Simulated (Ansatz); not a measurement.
# The pair Br···FH₃Si, charge −1: a pair, distance and slip

How does the energy of the pair Br···FH₃Si, charge −1 change over two coordinates at once? A grid of runs gives the map.

Computed with Ansatz 0.2.0. Level: RKS PBE0-D4/def2-TZVPD.

## 1. The starting structure

6 atoms, charge -1, spin multiplicity 1.

Atoms are counted from 1 here; the program's logs count them from 0.

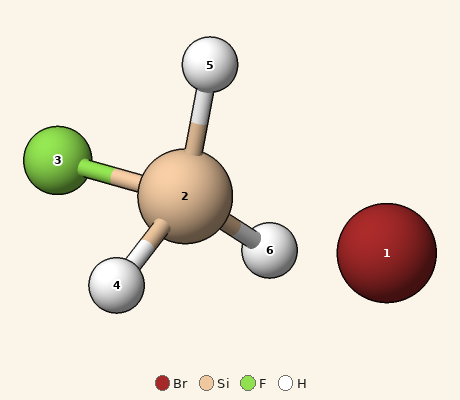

Start geometry, drawn with bromine red, silicon light orange, fluorine green, hydrogen white; atoms are numbered from 1 in the order of the file.

As a file:

```xyz
6

Br   -0.3808   -0.8260   -2.3281
Si    0.0399    0.0865    0.2437
F     0.3058    0.6635    1.8699
H    -1.4342    0.3496    0.1930
H     0.5079   -1.3192    0.4674
H     0.9615    1.0457   -0.4459
```

This geometry comes from a loose relaxation at PBE in a small basis, which is not shown.

## 2. The minimum at this level

The input, input.yaml:

```yaml
crystal:
  periodic: [false, false, false]
  atoms:
    - { symbol: Br, position_ang: [-0.380831, -0.82605, -2.328114] }
    - { symbol: Si, position_ang: [0.039903, 0.086464, 0.24372] }
    - { symbol: F, position_ang: [0.305849, 0.663479, 1.869863] }
    - { symbol: H, position_ang: [-1.434248, 0.349631, 0.192977] }
    - { symbol: H, position_ang: [0.507922, -1.31919, 0.467425] }
    - { symbol: H, position_ang: [0.961504, 1.045666, -0.44587] }
total_charge: -1
basis:
  gaussian: { orbitals: def2-TZVPD }
hamiltonian:
  xc: pbe0
  dispersion: d4
output:
  forces: true
relax:
  f_tol: 0.003
  max_steps: 120
```

Launch:

```bash
> ansatz run input.yaml --threads 1 --pin off --max-ram 2560MiB --backend cpu --events-out ev --progress --plain --runs-dir out
```

Standard output (excerpt; [...] marks lines left out):

```text
Warning: RAYON_NUM_THREADS=1 ignored (pool sized by the plan → 1); use --threads N
[...]
Functional definition: PBE0
[...]
1118 factors; their error is unknown
[...]
mean field -80681.28796812 eV, -2964.9826450874 hartree, gradient 4.9e-5 eV, S^2 0.000000; 0 other end points of the search recorded, 0 dependent functions left out
[...]
reference -80681.28801368 eV, -2964.9826467615 hartree; 31, 31 occupied and 136, 136 virtual orbitals, 1118 factors
relax step   1: F+E_penalty+E_count = -80681.38330274 eV  Δ(F+E_penalty+E_count) = +0.000e0 eV  max|allowed force component| = 1.142e0 eV/Å  Δτ_max = 0.0000 Å  (25 SCF iters, accepted)
[...]
relax step   5: F+E_penalty+E_count = -80681.43890883 eV  Δ(F+E_penalty+E_count) = -2.267e-4 eV  max|allowed force component| = 4.544e-3 eV/Å  Δτ_max = 0.0045 Å  (31 SCF iters, accepted)
[...]
relax step   6: F+E_penalty+E_count = -80681.43891139 eV  Δ(F+E_penalty+E_count) = -2.555e-6 eV  max|allowed force component| = 2.319e-4 eV/Å  Δτ_max = 0.0005 Å  (32 SCF iters, accepted)
1118 factors; their error is unknown
[...]
mean field -80681.34288127 eV, -2964.9846631081 hartree, gradient 1.4e-5 eV, S^2 0.000000; 1 other end points of the search recorded, 0 dependent functions left out
[...]
reference -80681.34292689 eV, -2964.9846647849 hartree; 31, 31 occupied and 136, 136 virtual orbitals, 1118 factors
Total energy: -80681.43895702 eV, -2964.9881938269 hartree
Atom 0 at    -0.376039    -0.815794    -2.299107 Å, force    -0.000065     0.000002    -0.000084 eV/Å
Atom 1 at     0.043242     0.093769     0.264260 Å, force     0.000036    -0.000061    -0.000082 eV/Å
Atom 2 at     0.298504     0.647435     1.824723 Å, force    -0.000065     0.000016    -0.000055 eV/Å
Atom 3 at    -1.415182     0.344792     0.189892 Å, force     0.000232    -0.000038     0.000040 eV/Å
Atom 4 at     0.501025    -1.301725     0.460655 Å, force    -0.000036     0.000213     0.000030 eV/Å
Atom 5 at     0.948549     1.031524    -0.440421 Å, force    -0.000102    -0.000132     0.000151 eV/Å
Dipole moment:     0.015041     0.032630     0.091953 e Å
```

It took 46 s on 1 thread of Arm Neoverse V2, shared host; peak memory 0.37 GiB.

Step by step:

```csv
step,energy from step 1 (eV),largest force component (eV/Å)
1,0.0000,1.1421
2,-0.0354,0.7476
3,-0.0524,0.2666
4,-0.0554,0.0409
5,-0.0556,0.0045
6,-0.0556,0.0002
```

Bonds that changed most:

```csv
bond,before (Å),after (Å),change (Å)
Si2–F3,1.746,1.675,-0.071
Si2–H5,1.498,1.482,-0.017
Si2–H4,1.498,1.482,-0.017
Si2–H6,1.498,1.482,-0.017
```

## 3. Reference: SiH3F by itself

The input, input.yaml:

```yaml
crystal:
  periodic: [false, false, false]
  atoms:
    - { symbol: Si, position_ang: [0.043242, 0.093769, 0.26426] }
    - { symbol: F, position_ang: [0.298504, 0.647435, 1.824723] }
    - { symbol: H, position_ang: [-1.415182, 0.344792, 0.189892] }
    - { symbol: H, position_ang: [0.501025, -1.301725, 0.460655] }
    - { symbol: H, position_ang: [0.948549, 1.031524, -0.440421] }
basis:
  gaussian: { orbitals: def2-TZVPD }
hamiltonian:
  xc: pbe0
  dispersion: d4
output:
  forces: true
```

Launch:

```bash
> ansatz run input.yaml --threads 1 --pin off --max-ram 2560MiB --backend cpu --events-out ev --progress --plain --runs-dir out
```

Standard output (excerpt; [...] marks lines left out):

```text
Warning: RAYON_NUM_THREADS=1 ignored (pool sized by the plan → 1); use --threads N
[...]
[... 1 set-up line as earlier in the session ...]
[...]
646 factors; their error is unknown
[...]
mean field -10639.81902003 eV, -391.0061370577 hartree, gradient 3.8e-5 eV, S^2 0.000000; 0 other end points of the search recorded, 0 dependent functions left out
[...]
reference -10639.81905214 eV, -391.0061382376 hartree; 13, 13 occupied and 97, 97 virtual orbitals, 646 factors
Total energy: -10639.85721304 eV, -391.0075406250 hartree
Atom 0 at     0.043242     0.093769     0.264260 Å, force     0.529485     1.148655     3.237269 eV/Å
Atom 1 at     0.298504     0.647435     1.824723 Å, force    -0.189487    -0.410973    -1.158329 eV/Å
Atom 2 at    -1.415182     0.344792     0.189892 Å, force     0.016265    -0.274957    -0.703841 eV/Å
Atom 3 at     0.501025    -1.301725     0.460655 Å, force    -0.157811    -0.125368    -0.728495 eV/Å
Atom 4 at     0.948549     1.031524    -0.440421 Å, force    -0.198452    -0.337357    -0.646603 eV/Å
Dipole moment:    -0.075121    -0.162952    -0.459260 e Å
```

Wall time 1.6 s (1 thread of Arm Neoverse V2, shared host); peak memory 0.15 GiB.

## 4. The part Br− alone

The input, input.yaml:

```yaml
crystal:
  periodic: [false, false, false]
  atoms:
    - { symbol: Br, position_ang: [-0.376039, -0.815794, -2.299107] }
total_charge: -1
basis:
  gaussian: { orbitals: def2-TZVPD }
hamiltonian:
  xc: pbe0
```

Launch:

```bash
> ansatz run input.yaml --threads 1 --pin off --max-ram 2560MiB --backend cpu --events-out ev --progress --plain --runs-dir out
```

Standard output:

```text
Warning: RAYON_NUM_THREADS=1 ignored (pool sized by the plan → 1); use --threads N
Engine: ansatz 0.2.0, aarch64-unknown-linux-gnu
[... 1 set-up line as earlier in the session ...]
  parameter a = 0.25
  parameter kappa = 0.804
  parameter beta = 0.06672455060314922
  exchange = (1 - a)*pbe_x(kappa = kappa, mu = beta*pi^2/3) + a*exact_x
  correlation = pbe_c(beta = beta)
472 factors; their error is unknown
mean field evaluation 1: about -70038.3743 eV, gradient 3.2e1 eV
mean field evaluation 2: about -70038.2777 eV, gradient 3.7e1 eV
mean field evaluation 4: about -70040.1321 eV, gradient 2.7e-1 eV
mean field evaluation 8: about -70040.4587 eV, gradient 1.9e-3 eV
mean field -70040.45872843 eV, -2573.9393831417 hartree, gradient 5.0e-5 eV, S^2 0.000000; 0 other end points of the search recorded, 0 dependent functions left out
reference -70040.45874984 eV, -2573.9393839285 hartree; 18, 18 occupied and 39, 39 virtual orbitals, 472 factors
Total energy: -70040.45874984 eV, -2573.9393839285 hartree
```

It took 0.37 s on 1 thread of Arm Neoverse V2, shared host; peak memory 0.084 GiB.

## 5. Plan of the scan

The axes are (1) separation of Si2 and Br1 along their line in the relaxed pair: 9 values from 2.312 to 4.912 Å; (2) sideways slip of Br1: 9 values from −3.00 Å.

Nothing else is relaxed (both partners rigid). Energies count from the ion and the molecule far apart, frozen as in the relaxed pair, each in its own basis (no counterpoise correction). Points are written as (first, second).

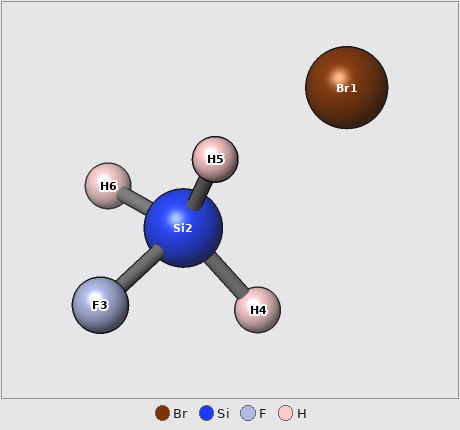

The geometry at (2.312 Å, 1.50 Å).

Of the runs on the grid, 3 are shown in the steps below; the others differ only in the two coordinates.

## 6. The run at (2.312 Å, 1.50 Å)

The input, input.yaml:

```yaml
crystal:
  periodic: [false, false, false]
  atoms:
    - { symbol: Br, position_ang: [-0.279341, -2.085238, -1.392005] }
    - { symbol: Si, position_ang: [0.043242, 0.093769, 0.26426] }
    - { symbol: F, position_ang: [0.298504, 0.647435, 1.824723] }
    - { symbol: H, position_ang: [-1.415182, 0.344792, 0.189892] }
    - { symbol: H, position_ang: [0.501025, -1.301725, 0.460655] }
    - { symbol: H, position_ang: [0.948549, 1.031524, -0.440421] }
total_charge: -1
basis:
  gaussian: { orbitals: def2-TZVPD }
hamiltonian:
  xc: pbe0
  dispersion: d4
output:
  forces: true
```

Launch:

```bash
> ansatz run input.yaml --threads 1 --pin off --max-ram 2560MiB --backend cpu --events-out ev --progress --plain --runs-dir out
```

Standard output (excerpt; [...] marks lines left out):

```text
Warning: RAYON_NUM_THREADS=1 ignored (pool sized by the plan → 1); use --threads N
[...]
[... 1 set-up line as earlier in the session ...]
[...]
1118 factors; their error is unknown
[...]
mean field -80680.42835408 eV, -2964.9510548541 hartree, gradient 1.9e-5 eV, S^2 0.000000; 0 other end points of the search recorded, 0 dependent functions left out
[...]
reference -80680.42839779 eV, -2964.9510564603 hartree; 31, 31 occupied and 136, 136 virtual orbitals, 1118 factors
Total energy: -80680.52400251 eV, -2964.9545698689 hartree
Atom 0 at    -0.279341    -2.085238    -1.392005 Å, force    -0.672802    -0.515027    -1.894246 eV/Å
Atom 1 at     0.043242     0.093769     0.264260 Å, force     0.455032    -1.083611     1.788234 eV/Å
Atom 2 at     0.298504     0.647435     1.824723 Å, force    -0.123611     0.594152    -0.029704 eV/Å
Atom 3 at    -1.415182     0.344792     0.189892 Å, force    -0.002137     0.107593    -0.374409 eV/Å
Atom 4 at     0.501025    -1.301725     0.460655 Å, force     0.499710     0.937600     1.075976 eV/Å
Atom 5 at     0.948549     1.031524    -0.440421 Å, force    -0.156191    -0.040706    -0.565851 eV/Å
Dipole moment:     0.009707     0.219503     0.030064 e Å
```

Run time: 6.1 s. Hardware: 1 thread of Arm Neoverse V2, shared host; peak memory 0.36 GiB.

That is −4.8 kcal/mol from the zero.

## 7. The run at (2.685 Å, 0.00 Å)

input.yaml, as its differences from that of step 6:

```diff
@@ -3,3 +3,3 @@
   atoms:
-    - { symbol: Br, position_ang: [-0.279341, -2.085238, -1.392005] }
+    - { symbol: Br, position_ang: [-0.365819, -0.793624, -2.236626] }
     - { symbol: Si, position_ang: [0.043242, 0.093769, 0.26426] }
```

Launch:

```bash
> ansatz run input.yaml --threads 1 --pin off --max-ram 2560MiB --backend cpu --events-out ev --progress --plain --runs-dir out
```

Standard output (excerpt; [...] marks lines left out):

```text
Warning: RAYON_NUM_THREADS=1 ignored (pool sized by the plan → 1); use --threads N
[...]
[... 1 set-up line as earlier in the session ...]
[...]
1118 factors; their error is unknown
[...]
mean field -80681.33481826 eV, -2964.9843667980 hartree, gradient 7.1e-5 eV, S^2 0.000000; 0 other end points of the search recorded, 0 dependent functions left out
[...]
reference -80681.33486392 eV, -2964.9843684762 hartree; 31, 31 occupied and 136, 136 virtual orbitals, 1118 factors
Total energy: -80681.43199150 eV, -2964.9879378490 hartree
Atom 0 at    -0.365819    -0.793624    -2.236626 Å, force    -0.033066    -0.071577    -0.201823 eV/Å
Atom 1 at     0.043242     0.093769     0.264260 Å, force    -0.005155    -0.011322    -0.031776 eV/Å
Atom 2 at     0.298504     0.647435     1.824723 Å, force     0.006577     0.014428     0.040561 eV/Å
Atom 3 at    -1.415182     0.344792     0.189892 Å, force    -0.014218     0.028366     0.066409 eV/Å
Atom 4 at     0.501025    -1.301725     0.460655 Å, force     0.019045    -0.000192     0.071143 eV/Å
Atom 5 at     0.948549     1.031524    -0.440421 Å, force     0.026817     0.040297     0.055485 eV/Å
Dipole moment:     0.006458     0.014009     0.039475 e Å
```

Wall time 6.3 s (1 thread of Arm Neoverse V2, shared host); peak memory 0.36 GiB.

On the map this point reads −25.7 kcal/mol.

## 8. The run at (4.050 Å, −0.75 Å)

input.yaml, as its differences from that of step 7:

```diff
@@ -3,3 +3,3 @@
   atoms:
-    - { symbol: Br, position_ang: [-0.365819, -0.793624, -2.236626] }
+    - { symbol: Br, position_ang: [-0.588604, -0.537311, -3.756624] }
     - { symbol: Si, position_ang: [0.043242, 0.093769, 0.26426] }
```

Launch:

```bash
> ansatz run input.yaml --threads 1 --pin off --max-ram 2560MiB --backend cpu --events-out ev --progress --plain --runs-dir out
```

Standard output (excerpt; [...] marks lines left out):

```text
Warning: RAYON_NUM_THREADS=1 ignored (pool sized by the plan → 1); use --threads N
[...]
[... 1 set-up line as earlier in the session ...]
[...]
1118 factors; their error is unknown
[...]
mean field -80680.77071998 eV, -2964.9636365687 hartree, gradient 3.3e-5 eV, S^2 0.000000; 0 other end points of the search recorded, 0 dependent functions left out
[...]
reference -80680.77076561 eV, -2964.9636382455 hartree; 31, 31 occupied and 136, 136 virtual orbitals, 1118 factors
Total energy: -80680.84001407 eV, -2964.9661830797 hartree
Atom 0 at    -0.588604    -0.537311    -3.756624 Å, force     0.048979     0.023685     0.324644 eV/Å
Atom 1 at     0.043242     0.093769     0.264260 Å, force     0.302362     0.903334     1.767412 eV/Å
Atom 2 at     0.298504     0.647435     1.824723 Å, force    -0.096342    -0.254948    -0.563050 eV/Å
Atom 3 at    -1.415182     0.344792     0.189892 Å, force     0.066260    -0.256111    -0.518582 eV/Å
Atom 4 at     0.501025    -1.301725     0.460655 Å, force    -0.139719    -0.089863    -0.571068 eV/Å
Atom 5 at     0.948549     1.031524    -0.440421 Å, force    -0.181539    -0.326096    -0.439356 eV/Å
Dipole moment:     0.172324     0.138039     1.100665 e Å
```

Run time: 5.5 s. Hardware: 1 thread of Arm Neoverse V2, shared host; peak memory 0.35 GiB.

Energy on the map's scale: −12.1 kcal/mol.

## 9. All points together

81 points were computed. Energies in kcal/mol, from the ion and the molecule far apart, frozen as in the relaxed pair, each in its own basis (no counterpoise correction):

| sideways slip of Br1 (Å) ↓, separation of Si2 and Br1 along their line in the relaxed pair (Å) → | 2.312 | 2.453 | 2.685 | 2.970 | 3.297 | 3.658 | 4.050 | 4.468 | 4.912 |
| --- | --- | --- | --- | --- | --- | --- | --- | --- | --- |
| 3.00 | −7.9 | −8.2 | −8.4 | −8.3 | −7.7 | −7.0 | −6.1 | −5.3 | −4.6 |
| 2.25 | −6.0 | −8.4 | −10.5 | −11.1 | −10.5 | −9.4 | −8.0 | −6.7 | −5.6 |
| 1.50 | −4.8 | −10.1 | −14.4 | −15.6 | −14.5 | −12.4 | −10.2 | −8.2 | −6.7 |
| 0.75 | −10.9 | −17.4 | −21.8 | −21.6 | −18.9 | −15.3 | −12.1 | −9.5 | −7.5 |
| 0.00 | −14.2 | −21.5 | −25.7 | −24.7 | −21.0 | −16.7 | −12.9 | −9.9 | −7.8 |
| −0.75 | −12.4 | −18.4 | −22.3 | −21.9 | −19.0 | −15.4 | −12.1 | −9.5 | −7.5 |
| −1.50 | −10.3 | −13.8 | −16.3 | −16.4 | −14.8 | −12.5 | −10.2 | −8.2 | −6.7 |
| −2.25 | −10.3 | −11.4 | −12.1 | −11.9 | −10.8 | −9.5 | −8.0 | −6.7 | −5.6 |
| −3.00 | −9.2 | −9.2 | −9.0 | −8.5 | −7.8 | −7.0 | −6.2 | −5.3 | −4.6 |

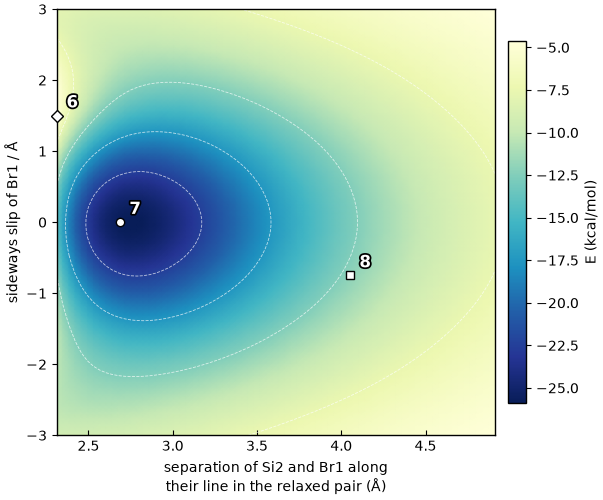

The map; numbers mark the steps of this session that print a point's run. The picture shows a smooth colour map. Between grid points the surface is interpolated.

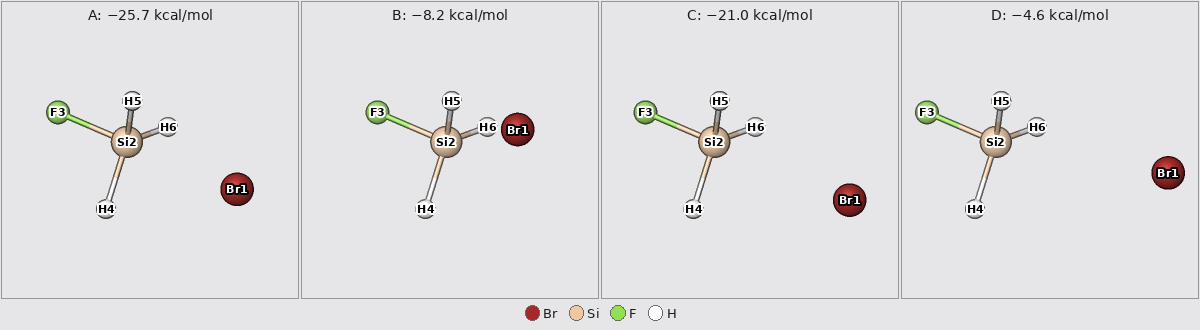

Structures on the grid, at one scale: A at (2.685 Å, 0.00 Å); B at (2.453 Å, 3.00 Å); C at (3.297 Å, 0.00 Å); D at (4.912 Å, 3.00 Å).

On the same grid, largest force on an atom (eV/Å):

```tsv
sideways slip of Br1 (Å) ↓, separation of Si2 and Br1 along their line in the relaxed pair (Å) →	2.312	2.453	2.685	2.970	3.297	3.658	4.050	4.468	4.912
3.00	2.79	2.76	2.73	2.72	2.72	2.76	2.80	2.86	2.92
2.25	2.57	2.49	2.41	2.37	2.39	2.47	2.58	2.69	2.79
1.50	2.14	2.00	1.84	1.79	1.88	2.07	2.29	2.49	2.66
0.75	2.67	1.52	1.02	0.98	1.23	1.63	2.01	2.32	2.55
0.00	3.06	1.54	0.22	0.40	0.84	1.41	1.88	2.24	2.50
−0.75	2.45	1.35	0.96	0.95	1.21	1.62	2.01	2.31	2.55
−1.50	1.90	1.80	1.70	1.70	1.83	2.05	2.28	2.49	2.66
−2.25	2.34	2.31	2.27	2.28	2.34	2.45	2.57	2.68	2.79
−3.00	2.69	2.67	2.66	2.67	2.69	2.74	2.79	2.86	2.92
```

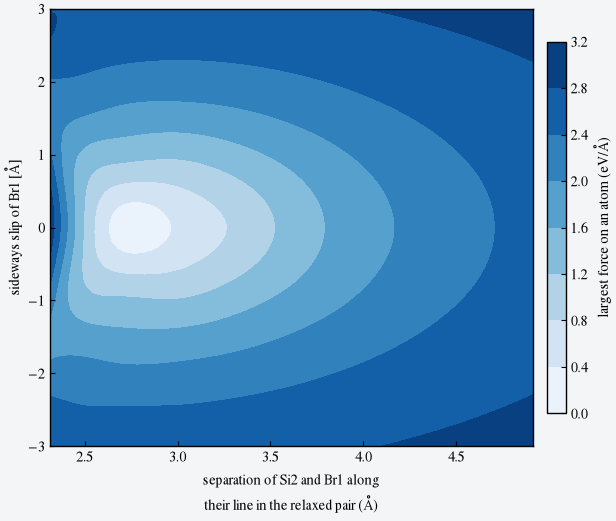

The largest force on an atom over the grid. Drawn: filled contours.

## 10. Summary of results

| quantity | value |
| --- | --- |
| lowest point | (2.685 Å, 0.00 Å), −25.7 kcal/mol |
| highest computed point | (4.912 Å, 3.00 Å), 21.1 kcal/mol above the lowest |
| largest force on an atom (eV/Å) | 0.22 at (2.685 Å, 0.00 Å) to 3.06 at (2.312 Å, 0.00 Å); 0.22 at the lowest point |
| time for the whole task | 8.6 min on 1 thread, shared host |

**Reading.** The lowest computed point is at (2.685 Å, 0.00 Å), −25.7 kcal/mol from the ion and the molecule far apart, frozen as in the relaxed pair, each in its own basis (no counterpoise correction). The grid is coarse, so the true minimum lies between grid points and may sit elsewhere than the lowest one. No other kind of well shows on this grid. The highest computed point, (4.912 Å, 3.00 Å), lies 21.1 kcal/mol above the lowest. Round the minimum the two coordinates are nearly uncoupled. Without a counterpoise correction the wells come out somewhat too deep.
